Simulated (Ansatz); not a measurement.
**W8HC8Cl: nudged elastic band (part 2 of 3)**

Continued. System: W8HC8Cl (slab, 18 atoms in the cell). Method: DFT LDA, scalar-relativistic, plane waves, PAW, PAW set soft_1, no spin polarisation (Ansatz 0.2.0); cutoff 420 eV, 3×3×1 k-mesh, Gaussian smearing of 0.05 eV. The structure derives from an entry of the Crystallography Open Database. The run did not end well. The input holds or restrains some coordinates. It belongs to a series of runs on one base structure; here: band between the two ends.

Geometry of the input (Å; fractional positions):
```
5.7868  0.0000  0.0000
-2.8934  5.0115  0.0000
0.0000  0.0000  16.2473
W  0.0000  0.0000  0.0615
C  0.3342  0.1685  0.1422
W  0.0010  0.0054  0.2329
C  0.3327  0.1658  0.3102
W  -0.0000  0.5000  0.0615
C  0.3334  0.6659  0.1409
W  0.0010  0.5022  0.2354
C  0.3411  0.6846  0.3012
W  0.5000  0.0000  0.0615
C  0.8339  0.1679  0.1421
W  0.5042  0.0054  0.2329
C  0.8336  0.1675  0.3092
W  0.5000  0.5000  0.0615
C  0.8324  0.6659  0.1409
W  0.5019  0.5041  0.2349
C  0.8433  0.6846  0.3012
Cl 0.3507  1.2017  0.4136
H  0.8435  1.1873  0.3765
```

### What the program printed, continued
```
NEB iter   2: max|band force component| = 2.362e0 eV/Å  barrier→ = 4.8279 eV  barrier← = 3.6265 eV  Δτ_max = 0.2000 Å  (71 SCF iters)
[... from here on the SCF iterations and repeated set-up lines of each step are left out, up to the last step ...]
NEB image 1
NEB image 2
NEB image 3
NEB image 4
NEB image 5
NEB iter   3: max|band force component| = 2.243e0 eV/Å  barrier→ = 4.0468 eV  barrier← = 2.8455 eV  Δτ_max = 0.2000 Å  (70 SCF iters)
NEB image 1
NEB image 2
NEB image 3
NEB image 4
NEB image 5
NEB iter   4: max|band force component| = 2.385e0 eV/Å  barrier→ = 3.2483 eV  barrier← = 2.0469 eV  Δτ_max = 0.1013 Å  (67 SCF iters)
NEB image 1
NEB image 2
NEB image 3
NEB image 4
NEB image 5
NEB iter   5: max|band force component| = 1.671e0 eV/Å  barrier→ = 3.0329 eV  barrier← = 1.8315 eV  Δτ_max = 0.1015 Å  (64 SCF iters)
NEB image 1
NEB image 2
NEB image 3
NEB image 4
NEB image 5
NEB iter   6: max|band force component| = 1.520e0 eV/Å  barrier→ = 2.8980 eV  barrier← = 1.6967 eV  Δτ_max = 0.1015 Å  (64 SCF iters)
NEB image 1
NEB image 2
NEB image 3
NEB image 4
NEB image 5
NEB iter   7: max|band force component| = 1.114e0 eV/Å  barrier→ = 2.7949 eV  barrier← = 1.5936 eV  Δτ_max = 0.2000 Å  (66 SCF iters)
NEB image 1
NEB image 2
NEB image 3
NEB image 4
NEB image 5
NEB iter   8: max|band force component| = 8.398e-1 eV/Å  barrier→ = 2.7039 eV  barrier← = 1.5025 eV  Δτ_max = 0.2000 Å  (63 SCF iters)
NEB image 1
NEB image 2
NEB image 3
NEB image 4
NEB image 5
NEB iter   9: max|band force component| = 8.393e-1 eV/Å  barrier→ = 2.6421 eV  barrier← = 1.4408 eV  Δτ_max = 0.2000 Å  (60 SCF iters)
NEB image 1
NEB image 2
NEB image 3
NEB image 4
NEB image 5
NEB iter  10: max|band force component| = 7.896e-1 eV/Å  barrier→ = 2.5914 eV  barrier← = 1.3901 eV  Δτ_max = 0.2000 Å  (54 SCF iters)
NEB image 1
NEB image 2
NEB image 3
NEB image 4
NEB image 5
NEB iter  11: max|band force component| = 1.305e0 eV/Å  barrier→ = 2.5362 eV  barrier← = 1.3348 eV  Δτ_max = 0.1030 Å  (53 SCF iters)
NEB image 1
NEB image 2
NEB image 3
NEB image 4
NEB image 5
NEB iter  12: max|band force component| = 5.063e-1 eV/Å  barrier→ = 2.4904 eV  barrier← = 1.2891 eV  Δτ_max = 0.2000 Å  (48 SCF iters)
NEB image 1
NEB image 2
NEB image 3
NEB image 4
NEB image 5
NEB iter  13: max|band force component| = 6.090e-1 eV/Å  barrier→ = 2.4146 eV  barrier← = 1.2132 eV  Δτ_max = 0.1029 Å  (52 SCF iters)
NEB image 1
NEB image 2
NEB image 3
NEB image 4
NEB image 5
NEB iter  14: max|band force component| = 6.092e-1 eV/Å  barrier→ = 2.3806 eV  barrier← = 1.1793 eV  Δτ_max = 0.0510 Å  (45 SCF iters)
NEB image 1
NEB image 2
NEB image 3
NEB image 4
NEB image 5
NEB iter  15: max|band force component| = 6.972e-1 eV/Å  barrier→ = 2.3649 eV  barrier← = 1.1635 eV  Δτ_max = 0.1023 Å  (39 SCF iters)
NEB image 1
NEB image 2
NEB image 3
NEB image 4
NEB image 5
NEB iter  16: max|band force component| = 7.120e-1 eV/Å  barrier→ = 2.3417 eV  barrier← = 1.1404 eV  Δτ_max = 0.0506 Å  (45 SCF iters)
NEB image 1
NEB image 2
NEB image 3
NEB image 4
NEB image 5
NEB iter  17: max|band force component| = 4.486e-1 eV/Å  barrier→ = 2.3314 eV  barrier← = 1.1301 eV  CI = image 3  Δτ_max = 0.1002 Å  (42 SCF iters)
NEB image 1
NEB image 2
NEB image 3
NEB image 4
NEB image 5
NEB iter  18: max|band force component| = 2.547e-1 eV/Å  barrier→ = 2.3261 eV  barrier← = 1.1248 eV  CI = image 3  Δτ_max = 0.2000 Å  (42 SCF iters)
NEB image 1
NEB image 2
NEB image 3
NEB image 4
NEB image 5
NEB iter  19: max|band force component| = 1.405e0 eV/Å  barrier→ = 2.4010 eV  barrier← = 1.1997 eV  CI = image 1  Δτ_max = 0.1010 Å  (45 SCF iters)
NEB image 1
NEB image 2
NEB image 3
NEB image 4
NEB image 5
NEB iter  20: max|band force component| = 1.475e0 eV/Å  barrier→ = 2.4219 eV  barrier← = 1.2205 eV  CI = image 1  Δτ_max = 0.2000 Å  (42 SCF iters)
NEB image 1
NEB image 2
NEB image 3
NEB image 4
NEB image 5
NEB iter  21: max|band force component| = 5.509e-1 eV/Å  barrier→ = 2.3675 eV  barrier← = 1.1662 eV  CI = image 1  Δτ_max = 0.2000 Å  (42 SCF iters)
NEB image 1
NEB image 2
NEB image 3
NEB image 4
NEB image 5
NEB iter  22: max|band force component| = 1.946e-1 eV/Å  barrier→ = 2.3458 eV  barrier← = 1.1445 eV  CI = image 1  Δτ_max = 0.2000 Å  (40 SCF iters)
NEB image 1
NEB image 2
NEB image 3
NEB image 4
NEB image 5
NEB iter  23: max|band force component| = 2.459e-1 eV/Å  barrier→ = 2.3413 eV  barrier← = 1.1399 eV  CI = image 1  Δτ_max = 0.1003 Å  (41 SCF iters)
NEB image 1
NEB image 2
NEB image 3
NEB image 4
NEB image 5
NEB iter  24: max|band force component| = 1.141e0 eV/Å  barrier→ = 2.3713 eV  barrier← = 1.1699 eV  CI = image 4  Δτ_max = 0.0507 Å  (39 SCF iters)
NEB image 1
NEB image 2
NEB image 3
NEB image 4
NEB image 5
NEB iter  25: max|band force component| = 2.968e-1 eV/Å  barrier→ = 2.3373 eV  barrier← = 1.1359 eV  CI = image 1  Δτ_max = 0.1005 Å  (36 SCF iters)
NEB image 1
NEB image 2
NEB image 3
NEB image 4
NEB image 5
NEB iter  26: max|band force component| = 8.367e-1 eV/Å  barrier→ = 2.3784 eV  barrier← = 1.1771 eV  CI = image 4  Δτ_max = 0.0505 Å  (41 SCF iters)
NEB image 1
NEB image 2
NEB image 3
NEB image 4
NEB image 5
NEB iter  27: max|band force component| = 9.173e-1 eV/Å  barrier→ = 2.3831 eV  barrier← = 1.1817 eV  CI = image 4  Δτ_max = 0.1010 Å  (40 SCF iters)
NEB image 1
NEB image 2
NEB image 3
NEB image 4
NEB image 5
NEB iter  28: max|band force component| = 1.011e0 eV/Å  barrier→ = 2.4062 eV  barrier← = 1.2048 eV  CI = image 4  Δτ_max = 0.1011 Å  (44 SCF iters)
NEB image 1
NEB image 2
NEB image 3
NEB image 4
NEB image 5
NEB iter  29: max|band force component| = 9.874e-1 eV/Å  barrier→ = 2.3826 eV  barrier← = 1.1813 eV  CI = image 4  Δτ_max = 0.1013 Å  (44 SCF iters)
NEB image 1
NEB image 2
NEB image 3
NEB image 4
NEB image 5
NEB iter  30: max|band force component| = 1.946e0 eV/Å  barrier→ = 2.3482 eV  barrier← = 1.1468 eV  CI = image 4  Δτ_max = 0.1009 Å  (42 SCF iters)
NEB image 1
NEB image 2
NEB image 3
NEB image 4
NEB image 5
NEB iter  31: max|band force component| = 2.403e0 eV/Å  barrier→ = 2.3420 eV  barrier← = 1.1407 eV  CI = image 4  Δτ_max = 0.2000 Å  (39 SCF iters)
NEB image 1
NEB image 2
NEB image 3
NEB image 4
NEB image 5
NEB iter  32: max|band force component| = 6.717e0 eV/Å  barrier→ = 2.3343 eV  barrier← = 1.1330 eV  CI = image 4  Δτ_max = 0.1002 Å  (43 SCF iters)
NEB image 1
NEB image 2
NEB image 3
NEB image 4
NEB image 5
NEB iter  33: max|band force component| = 1.354e0 eV/Å  barrier→ = 2.3191 eV  barrier← = 1.1177 eV  CI = image 4  Δτ_max = 0.1993 Å  (40 SCF iters)
NEB image 1
NEB image 2
NEB image 3
NEB image 4
NEB image 5
NEB iter  34: max|band force component| = 1.146e0 eV/Å  barrier→ = 2.3164 eV  barrier← = 1.1151 eV  CI = image 4  Δτ_max = 0.2000 Å  (43 SCF iters)
NEB image 1
NEB image 2
NEB image 3
NEB image 4
NEB image 5
NEB iter  35: max|band force component| = 8.864e-1 eV/Å  barrier→ = 2.3207 eV  barrier← = 1.1194 eV  CI = image 4  Δτ_max = 0.2000 Å  (42 SCF iters)
NEB image 1
preconditioner: auto → LDOS  [metal: Δε(μ)=0.022 eV  Ē_g=7.567 eV  σ=0.050 eV  W_gap=0.24  n_scr=82 (ndim 8)  ℏωp=16.0 eV  f_vac=0.502  D(μ)=9.33/eV (n_scr^D=50)  β→1.0]
NEB image 2
preconditioner: auto → LDOS  [insulator: Δε(μ)=0.106 eV  Ē_g=7.335 eV  σ=0.050 eV  W_gap=0.86  n_scr=82 (ndim 8)  ℏωp=16.0
[...]
SCF iter   9: F=—  HF=-84036.772412 eV  |F-HF|=—  |Δ(HF+E_count)|=   1.36e-4  Δρ=3.16e-5  dr2=7.91e-6  ethr=2.46e-8  ⟨swp⟩=2.0  Hψ=639  notcnv=0  defer=5
SCF iter  10: F=—  HF=-84036.772413 eV  |F-HF|=—  |Δ(HF+E_count)|=   6.30e-7  Δρ=1.43e-5  dr2=1.63e-6  ethr=5.20e-9  ⟨swp⟩=2.0  Hψ=666  notcnv=0  defer=5
SCF iter  11: F=—  HF=-84036.772413 eV  |F-HF|=—  |Δ(HF+E_count)|=   9.97e-8  Δρ=5.52e-6  dr2=1.89e-7  ethr=1.07e-9  ⟨swp⟩=2.0  Hψ=647  notcnv=0  defer=5
SCF iter  12: F=-84036.772413 eV  HF=-84036.772413 eV  |F-HF|=2.73e-8  |Δ(HF+E_count)|=   1.65e-8  Δρ=2.45e-6  dr2=4.58e-8  ethr=6.58e-11  ⟨swp⟩=5.0  Hψ=1685  notcnv=0
SCF 490 converged in 12 iterations: F = -84036.772413 eV  dr2 = 4.58e-8
NEB iter  80: max|band force component| = 6.622e-1 eV/Å  barrier→ = 2.3611 eV  barrier← = 1.1598 eV  CI = image 3  Δτ_max = 0.2000 Å  (45 SCF iters)
```

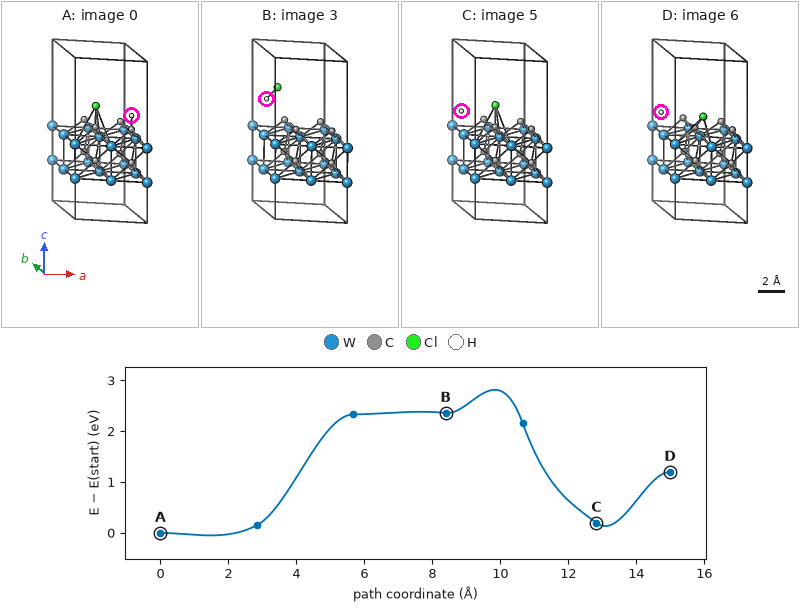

Images of the last band (counted from 0; ball-and-stick, simulation cell, with the vacuum cut short, seen slightly off an axis), with the moving atom and its periodic copies ringed, above the energy along the path; the line is a cubic interpolation that uses the forces. The highest image is number 3, 2.361 eV above the start and 1.160 eV above the end (the climbing image); the end lies 1.201 eV above the start. The path is 15.00 Å long, and H18 moves most (5.66 Å). The band had not converged after 80 iterations. The end points carry forces over 0.1 eV/Å, so they aren't fully relaxed minima and the barriers are approximate.

```
Step failed. What follows is not a result of the run: it is the report of the last solve that finished, which converged after 12 SCF iterations.
Free energy (F): -84036.772413 eV
Harris-Foulkes:  -84036.772413 eV  (|F-HF|=2.73e-8)
Internal energy: -84036.762457 eV  (E = F + TS)
E sigma→0 (E₀):  -84036.767435 eV
Entropy (-TS):   -0.009956 eV (-0.553 meV/atom)
Fermi energy:    4.156516 eV
--- Per-component energies (eV) ---
  E_band       = -2828.224030
  E_kinetic    = 4238.039885
  E_local      = -84411.295651  (includes V_loc(G=0)·N_el)
  E_nonlocal   = 74.919838
  E_hartree    = 40558.935992
  E_xc         = -2612.455661
  E_vxc        = -2437.180721  (∫ρ·V_xc dr)
  E_paw        = -67959.907818  (= ΣΔE_a)
  E_vpaw       = -1410.592836  (= ΣTr[D̂ρ^β])
  E_aug_tail   = 0.000445  (compensation charges beyond the density's cutoff)
  E_ewald      = 26072.041365
  E_core_change = 2.959147  (= ΣΔE_core)
  E_smearing   = -0.009956  (= −TS)
  E_closure    = -0.000000  (closes the sum)
  Σ components = -84036.772413   (vs F -84036.772413, Δ=0.00e0)
--- Forces (eV/Å), atoms counted from 1 ---
  atom   1  W     -0.02263444     0.41313806    -0.01752934
  atom   2  C      0.00583033    -0.06123262    -0.01216340
  atom   3  W     -0.00586844     0.09839781    -0.01586356
  atom   4  C      0.04558947    -0.13963495    -0.01907848
  atom   5  W     -0.02115302     0.10325933    -0.10191267
  atom   6  C      0.02559416    -0.07163828    -0.01106362
  atom   7  W     -0.01265919     0.01690469    -0.03795889
  atom   8  C      0.05326152    -0.01735505    -0.00945234
  atom   9  W     -0.09378866     0.40805977     0.11647392
  atom  10  C      0.00451413    -0.05196866    -0.02430455
  atom  11  W      0.00814375     0.07896478    -0.00410531
  atom  12  C      0.03970694    -0.05976151    -0.03566934
  atom  13  W     -0.07466721     0.14553125    -0.07711760
  atom  14  C     -0.00688585    -0.05751192     0.01718329
  atom  15  W      0.01835976     0.07795520     0.10409611
  atom  16  C     -0.03400102    -0.04461542     0.04317537
  atom  17  Cl     0.20362914    -0.48280260     0.06258528
  atom  18  H     -0.13298426    -0.35568508     0.02302562
  max |Σ_I F_I| component: 3.20e-4 eV/Å
--- Band table (eV; the first three rows and the last of 5) ---
  k-point 0: bands = ["-69.7678", "-69.7406", "-69.6871", "-69.6836", "-69.6780", "-69.6288", "-69.5267", "-69.4663", "-34.5354", "-34.5100", "-34.4281", "-34.3359", "-34.3153", "-34.3127", "-34.2979", "-34.1937", "-34.1273", "-34.1031", "-33.9002", "-33.8321", "-33.8167", "-33.7824", "-33.7735", "-33.7003", "-33.6945", "-33.6909", "-33.6751", "-33.6157", "-33.6003", "-33.5452", "-33.5083", "-33.4986", "-12.9135", "-9.5104", "-7.1022", "-7.0660", "-7.0351", "-6.9685", "-6.3366", "-6.1771", "-6.1264", "-3.3924", "-2.9875", "-2.5696", "-2.5202", "-2.3709", "-2.3241", "-2.2953", "-1.4907", "-1.1208", "-0.5724", "-0.2846", "0.3442", "0.4056", "0.4664", "0.4752", "0.6788", "0.7282", "0.7896", "0.8464", "1.5061", "1.5970", "1.7426", "1.9313", "1.9556", "2.3818", "2.6400", "2.7939", "3.0122", "3.0708", "3.1141", "3.2944", "4.0520", "4.2387", "4.3764", "4.6203", "4.6538", "4.7049", "5.4057", "5.6945", "6.2439", "6.4406", "6.4586", "6.4976", "6.5639", "6.8014", "7.4189", "7.4756", "7.5377", "8.5419", "8.6107", "8.6204", "8.6489", "8.9101"]
  k-point 1: bands = ["-69.7649", "-69.7269", "-69.6975", "-69.6869", "-69.6789", "-69.6263", "-69.5304", "-69.4672", "-34.4380", "-34.3129", "-34.3065", "-34.2950", "-34.2164", "-34.2012", "-34.1862", "-34.1637", "-34.1108", "-34.1022", "-33.9620", "-33.8984", "-33.8900", "-33.8322", "-33.8056", "-33.8032", "-33.7775", "-33.7761", "-33.7166", "-33.6884", "-33.6506", "-33.6141", "-33.5815", "-33.5428", "-12.9012", "-8.8994", "-7.6560", "-7.0466", "-6.9723", "-6.7400", "-6.3584", "-6.0531", "-5.9294", "-2.9499", "-2.5160", "-2.3160", "-2.0716", "-2.0369", "-1.9292", "-1.8589", "-1.3227", "-0.9416", "-0.8008", "-0.6756", "-0.3589", "-0.0418", "0.0510", "0.5131", "0.6866", "0.7252", "1.1234", "1.1625", "1.2611", "1.5946", "1.7618", "1.8651", "1.9623", "2.2789", "2.2981", "2.8269", "2.8627", "3.0254", "3.1069", "3.2138", "3.2817", "3.5115", "3.5774", "3.6211", "4.2598", "4.5845", "4.7678", "5.1407", "5.6783", "5.9757", "6.0431", "6.1632", "6.3011", "6.3428", "6.8256", "6.9325", "7.2278", "7.9006", "8.1118", "8.5852", "8.6687", "8.9902"]
```
